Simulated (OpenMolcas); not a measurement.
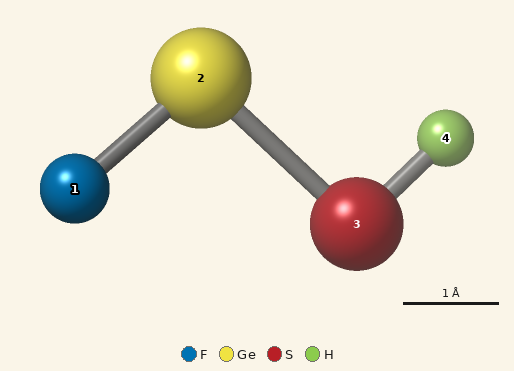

*The structure (ball-and-stick view, seen at a tilt; atoms are numbered from 1 in the order of the input). Sticks mark near contacts.*

**Single-point calculation, with input and output: GeHSF**

GeHSF, SMILES [F][Ge][SH], computed with HF/ANO-R0, RHF, sfX2C (OpenMolcas 26.06).

The geometry comes from this level: GFN2-xTB.

Output:
```
--- Start Module: gateway ---

                                              &GATEWAY

                       available to each process: 1.9 GB of memory, 1 thread

++    Symmetry information:
      ---------------------

                    Character Table for C1

                             E
                    a        1  x, y, xy, Rz, z, xz, Ry, yz, Rx, I
--

++    Basis set information:
      ----------------------

      Basis set label: F.ANO-R...2S1P.

      Electronic valence basis set:
      ------------------
      Associated Effective Charge   9.000000 au
      Associated Actual Charge      9.000000 au
      Nuclear Model: Finite nucleus - Gaussian distribution
        Gaussian exponent, Xi/bohr**(-2):  5.35469E+08

      Shell  nPrim  nBasis  Cartesian Spherical Contaminant
         s      13       2        X
         p       8       1        X

      Basis set label: GE.ANO-R...4S3P1D.

      Electronic valence basis set:
      ------------------
      Associated Effective Charge  32.000000 au
      Associated Actual Charge     32.000000 au
      Nuclear Model: Finite nucleus - Gaussian distribution
        Gaussian exponent, Xi/bohr**(-2):  2.52356E+08

      Shell  nPrim  nBasis  Cartesian Spherical Contaminant
         s      20       4        X
         p      15       3        X
         d       9       1                 X

      Basis set label: S.ANO-R...3S2P.

      Electronic valence basis set:
      ------------------
      Associated Effective Charge  16.000000 au
      Associated Actual Charge     16.000000 au
      Nuclear Model: Finite nucleus - Gaussian distribution
        Gaussian exponent, Xi/bohr**(-2):  4.04080E+08

      Shell  nPrim  nBasis  Cartesian Spherical Contaminant
         s      17       3        X
         p      11       2        X

      Basis set label: H.ANO-R...1S.

      Electronic valence basis set:
      ------------------
      Associated Effective Charge   1.000000 au
      Associated Actual Charge      1.000000 au
      Nuclear Model: Finite nucleus - Gaussian distribution
        Gaussian exponent, Xi/bohr**(-2):  2.12482E+09

      Shell  nPrim  nBasis  Cartesian Spherical Contaminant
         s       7       1        X
--

++    Molecular structure info:
      -------------------------

                    ************************************************
                    **** Cartesian Coordinates / bohr, angstrom ****
                    ************************************************

     Center  Label                x              y              z                     x              y              z
        1      F1              -3.732455       0.941310       1.113805             -1.975130       0.498120       0.589400
        2      GE2             -0.595434      -0.094751       1.993472             -0.315090      -0.050140       1.054900
        3      S3               1.027935      -0.039382      -1.934380              0.543960      -0.020840      -1.023630
        4      H4               3.299953      -0.807178      -1.172896              1.746260      -0.427140      -0.620670

                    ***************************************
                    *    InterNuclear Distances / bohr    *
                    ***************************************

               1 F1            2 GE2           3 S3            4 H4
    1 F1       0.000000
    2 GE2      3.418792        0.000000
    3 S3       5.737116        4.250461        0.000000
    4 H4       7.598748        5.070254        2.516234        0.000000

                    *******************************************
                    *    InterNuclear Distances / angstrom    *
                    *******************************************

               1 F1            2 GE2           3 S3            4 H4
    1 F1       0.000000
    2 GE2      1.809147        0.000000
    3 S3       3.035951        2.249247        0.000000
    4 H4       4.021084        2.683063        1.331534        0.000000
--

            Nuclear Potential Energy            243.65196010 au

--- Stop Module: gateway /rc=_RC_ALL_IS_WELL_ ---

--- Start Module: seward ---

                                              &SEWARD

                       available to each process: 1.9 GB of memory, 1 thread

               SEWARD will generate:
                  Multipole Moment integrals up to order  2
                  Kinetic Energy integrals
                  Nuclear Attraction integrals (finite nuclei - Gaussian type)
                  One-Electron Hamiltonian integrals
                  Velocity integrals
                  Relativistic X2C integrals
                  Orbital angular momentum around ( -0.6254   0.0700   0.8379 )
                  Velocity quadrupole around ( -0.6254   0.0700   0.8379 )
                  Atomic mean-field integrals
                  Two-Electron Repulsion integrals

                   Integrals are discarded if absolute value <: 1.00E-14
                   Integral cutoff threshold is set to       <: 1.00E-16

            Nuclear Potential Energy            243.65196010 au

      Basis set specifications :
      Symmetry species         a
      Basis functions           33

--- Stop Module: seward /rc=_RC_ALL_IS_WELL_ ---
--- Module seward spent 1 second ---

--- Start Module: scf ---

                                                &SCF

                       available to each process: 1.9 GB of memory, 1 thread

++    Input section:
      --------------

      Header of the integral files:

      Cartesian coordinates in angstrom:
      -----------------------------------------------------
      No.  Label        X            Y            Z
      -----------------------------------------------------
       1   F1        -1.97513000   0.49812000   0.58940000
       2   GE2       -0.31509000  -0.05014000   1.05490000
       3   S3         0.54396000  -0.02084000  -1.02363000
       4   H4         1.74626000  -0.42714000  -0.62067000
      -----------------------------------------------------
      Nuclear repulsion energy =  243.65196010
--

++    Orbital specifications:
      -----------------------

      Symmetry species               1
                                     a
      Frozen orbitals                0
      Occupied orbitals             29
      Secondary orbitals             4
      Deleted orbitals               0
      Total number of orbitals      33
      Number of basis functions     33
--

      Molecular charge                           0.000

++    Optimization specifications:
      ----------------------------

      SCF Algorithm: Conventional
      Minimized density differences are used
      Number of density matrices in core                 5
      Maximum number of NDDO SCF iterations            400
      Maximum number of HF SCF iterations              400
      Threshold for SCF energy change             1.00E-09
      Threshold for density matrix                1.00E-04
      Threshold for Fock matrix                   1.50E-04
      Threshold for linear dependence             1.00E-09
      Threshold at which DIIS is turned on        1.50E-01
      Maximum depth in the DIIS procedure                5
      Maximum depth in the BFGS Hessian update          30
      Threshold at which QNR/C2DIIS is turned on  7.50E-02
      Threshold for Norm(delta) (QNR/C2DIIS)      1.00E-03
      All orbitals punched on: SCFORB
--

      Input vectors read from INPORB
      Orbital file label: *Guess orbitals

++ Convergence information
                                   SCF        iterations: Energy and convergence statistics

Iter     Tot. SCF        One-elec.       Two-elec.     Energy      Max Dij or  Max Fij      DNorm      TNorm      AccCon     Time
         Energy          Energy          Energy        Change      Delta Norm                                                in Sec.

 The total and one-electron energies are shifted by a value of      2000. a.u.

   1  -595.381144613 -2103.315157947  1264.282053235   0.00E+00    7.28E-01*   1.11E-01*    1.08E+01   2.75E+02   None         0.
   2  -595.465608626 -2101.671408791  1262.553840066  -8.45E-02*   2.47E-01*   1.43E-01*    2.93E+00   2.75E+02   EDIIS        0.
   3  -595.608317938 -2102.446705637  1263.186427600  -1.43E-01*   1.49E-01*   4.56E-02*    7.25E-01   2.75E+02   EDIIS        0.
   4  -595.620347832 -2102.130253375  1262.857945444  -1.20E-02*   4.40E-02*   1.72E-02*    2.28E-01   2.75E+02   c2DIIS       0.
   5  -595.626220285 -2102.239122335  1262.960941951  -5.87E-03*   1.88E-02*   6.48E-03*    4.26E-02   2.75E+02   QNRc2DIIS    0.
   6  -595.626912323 -2102.231329103  1262.952456681  -6.92E-04*   3.15E-02*   5.06E-03*    1.63E-02   2.75E+02   QNRc2DIIS    0.
   7  -595.627308511 -2102.251071453  1262.971802843  -3.96E-04*   2.93E-03*   9.10E-04*    7.95E-03   2.75E+02   QNRc2DIIS    0.
   8  -595.627321139 -2102.250261266  1262.970980028  -1.26E-05*   1.52E-03*   2.46E-04*    2.79E-03   2.75E+02   QNRc2DIIS    0.
   9  -595.627322911 -2102.251752890  1262.972469881  -1.77E-06*   5.13E-04    6.55E-05     1.74E-03   2.75E+02   QNRc2DIIS    0.
  10  -595.627323027 -2102.252115954  1262.972832828  -1.17E-07*   1.03E-04    2.21E-05     5.32E-04   2.75E+02   QNRc2DIIS    0.
  11  -595.627323035 -2102.251903791  1262.972620657  -7.56E-09*   2.15E-05    5.69E-06     1.67E-04   2.75E+02   QNRc2DIIS    0.
  12  -595.627323035 -2102.251928295  1262.972645161  -4.70E-10    5.59E-06    1.41E-06     3.08E-05   2.75E+02   QNRc2DIIS    0.

       Convergence after  12 Iterations
--

 *****************************************************************************************************************************
 *                                             SCF/KS-DFT Program, Final results                                             *
 *                                                       Final Results                                                       *
 *****************************************************************************************************************************

::    Total SCF energy                              -2595.6273230354
      One-electron energy                           -4102.2519282954
      Two-electron energy                            1262.9726451611
      Nuclear repulsion energy                        243.6519600989
      Kinetic energy (interpolated)                  2730.0029044616
      Virial theorem                                    0.9507782277
      Total spin, S(S+1)                                0.0000000000
      Total spin, S                                     0.0000000000
      Max non-diagonal density matrix element           0.0000050946
      Max non-diagonal Fock matrix element              0.0000006064

      All orbitals with orbital energies smaller than  E(LUMO)+0.5 are printed

++    Molecular orbitals:
      -------------------

      Title: SCF orbitals

      Molecular orbitals for symmetry species 1: a

          Orbital            1         2         3         4         5         6         7         8         9        10
          Energy         -410.8945  -92.1432  -53.4873  -46.5784  -46.5779  -46.5772  -25.9048   -8.9426   -7.4630   -6.5717
          Occ. No.          2.0000    2.0000    2.0000    2.0000    2.0000    2.0000    2.0000    2.0000    2.0000    2.0000

          Orbital           11        12        13        14        15        16        17        18        19        20
          Energy           -6.5674   -6.5645   -5.2696   -5.2681   -5.2637   -1.6649   -1.6621   -1.6610   -1.6575   -1.6544
          Occ. No.          2.0000    2.0000    2.0000    2.0000    2.0000    2.0000    2.0000    2.0000    2.0000    2.0000

          Orbital           21        22        23        24        25        26        27        28        29        30
          Energy           -1.4287   -0.9749   -0.6651   -0.5400   -0.5070   -0.4850   -0.4570   -0.3823   -0.3392    0.0351
          Occ. No.          2.0000    2.0000    2.0000    2.0000    2.0000    2.0000    2.0000    2.0000    2.0000    0.0000

          Orbital           31        32        33
          Energy            0.1674    0.1958    0.2572
          Occ. No.          0.0000    0.0000    0.0000

--

++    Molecular charges:
      ------------------

      Mulliken charges per centre and basis function type
      ---------------------------------------------------

                F1      GE2     S3      H4
      1s       2.0001  2.0000  2.0000  0.8779
      2s       1.9449  2.0000  2.0003  0.0000
      2px      1.5985  2.0000  2.0002  0.0000
      2pz      1.9291  2.0000  2.0001  0.0000
      2py      1.8346  2.0000  2.0000  0.0000
      3s       0.0000  2.0000  1.8763  0.0000
      3px      0.0000  2.0000  1.1583  0.0000
      3pz      0.0000  2.0000  1.5404  0.0000
      3py      0.0000  2.0000  1.7808  0.0000
      4s       0.0000  1.7959  0.0000  0.0000
      3d2+     0.0000  1.9994  0.0000  0.0000
      3d1+     0.0000  1.9998  0.0000  0.0000
      3d0      0.0000  1.9997  0.0000  0.0000
      3d1-     0.0000  2.0000  0.0000  0.0000
      3d2-     0.0000  1.9997  0.0000  0.0000
      4px      0.0000  0.5146  0.0000  0.0000
      4pz      0.0000  0.8149  0.0000  0.0000
      4py      0.0000  0.3342  0.0000  0.0000
      Total    9.3073 31.4584 16.3564  0.8779

      N-E     -0.3073  0.5416 -0.3564  0.1221

      Total electronic charge=   58.000000

      Total            charge=   -0.000000
--

++    Static properties:
      ------------------

      LoProp Charges per center

                   F1       GE2      S3       H4
      Nuclear      9.0000  32.0000  16.0000   1.0000
      Electronic  -9.2470 -31.5910 -16.2396  -0.9224

      Total       -0.2470   0.4090  -0.2396   0.0776
--

++    Natural Bond Order analysis
      ---------------------------
      Based on LoProp computed density
      -------------------------------------------------------------------------------------
      Atom A       Atom B       Bond Order
      -------------------------------------------------------------------------------------
      NBO located      1.000 non-bonded electrons on atom F1
      NBO located      0.974 non-bonded electrons on atom F1
      NBO located      1.013 non-bonded electrons on atom F1
      NBO located      0.998 non-bonded electrons on atom GE2
      NBO located      0.999 non-bonded electrons on atom GE2
      NBO located      1.000 non-bonded electrons on atom GE2
      NBO located      0.999 non-bonded electrons on atom GE2
      NBO located      0.999 non-bonded electrons on atom GE2
      NBO located      0.999 non-bonded electrons on atom GE2
      NBO located      1.000 non-bonded electrons on atom GE2
      NBO located      1.000 non-bonded electrons on atom GE2
      NBO located      1.000 non-bonded electrons on atom GE2
      NBO located      1.000 non-bonded electrons on atom GE2
      NBO located      1.000 non-bonded electrons on atom GE2
      NBO located      1.000 non-bonded electrons on atom GE2
      NBO located      1.000 non-bonded electrons on atom GE2
      NBO located      1.000 non-bonded electrons on atom GE2
      NBO located      0.996 non-bonded electrons on atom S3
      NBO located      1.000 non-bonded electrons on atom S3
      NBO located      1.000 non-bonded electrons on atom S3
      NBO located      1.000 non-bonded electrons on atom S3
      NBO located      0.999 non-bonded electrons on atom S3
      The remaining    7.567 electrons are to be considered as diffuse
--

++    Molecular properties:
      ---------------------

      Charge (e):
                      =   -0.0000
      Dipole Moment (debye):
      Origin of the operator (angstrom)=   -0.3309    0.0370    0.4434
                   X=  3.8034E-01               Y= -3.5331E-01               Z=  1.7932E+00           Total=  1.8668E+00
      Quadrupole Moment (debye*angstrom):
      Origin of the operator (angstrom)=   -0.3309    0.0370    0.4434
                  XX= -3.8086E+01              XY=  9.9454E-01              XZ=  8.3692E-01              YY= -3.4688E+01
                  YZ=  7.4761E-01              ZZ= -4.1649E+01
      In traceless form (debye*angstrom)
                  XX=  8.2983E-02              XY=  1.4918E+00              XZ=  1.2554E+00              YY=  5.1791E+00
                  YZ=  1.1214E+00              ZZ= -5.2621E+00
--

--- Stop Module: scf /rc=_RC_ALL_IS_WELL_ ---

.##################.
.# Happy landing! #.
.##################.

    Timing: Wall=2.05 User=1.67 System=0.38
```

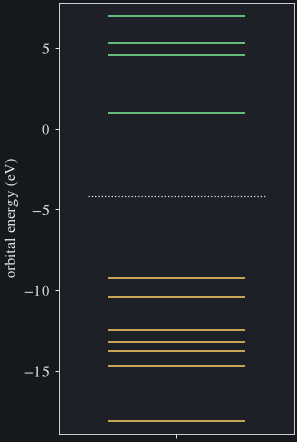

*Orbital energies near the frontier; the dotted line parts filled from empty levels, and levels within 0.02 eV of each other stand side by side.*

Highest filled −9.23 eV, lowest empty 0.95 eV, 10.18 eV apart.

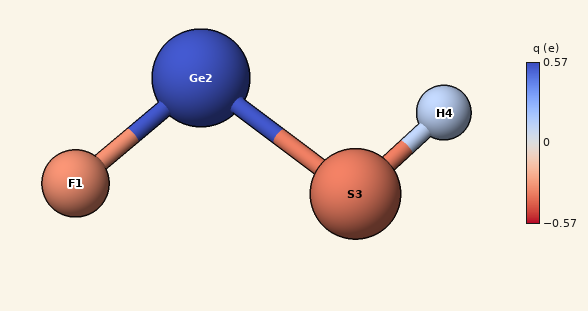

*Mulliken charges, as the colour of each atom (ball-and-stick view, seen at a tilt; atoms are numbered from 1 in the order of the input).*

By element: F −0.31, Ge +0.54, S −0.36 and H +0.12 e.

The run was set up as follows.

Input:
```
&GATEWAY
Coord
4
bohr
F     -3.73245476     0.94131038     1.11380458
Ge    -0.59543380    -0.09475087     1.99347209
S      1.02793542    -0.03938189    -1.93438035
H      3.29995314    -0.80717762    -1.17289631
Basis=ANO-R0
Group=NoSym
&SEWARD
&SCF
PrOrbitals=1 1
```

Command:
```bash
export MOLCAS_MEM=1860
pymolcas step1.inp > step1.log
```

Summary:

| quantity | value |
| --- | --- |
| outcome | converged |
| total energy | −2595.627323 hartree |
| basis functions | 33 |
| HOMO | −9.23 eV |
| LUMO | 0.95 eV |
| dipole moment | 1.87 debye |
| hardware | 1 thread of Intel Xeon (Granite Rapids), 16 GiB of memory available, shared host |
| wall time | 2.2 s |
| peak memory | 0.41 GiB |
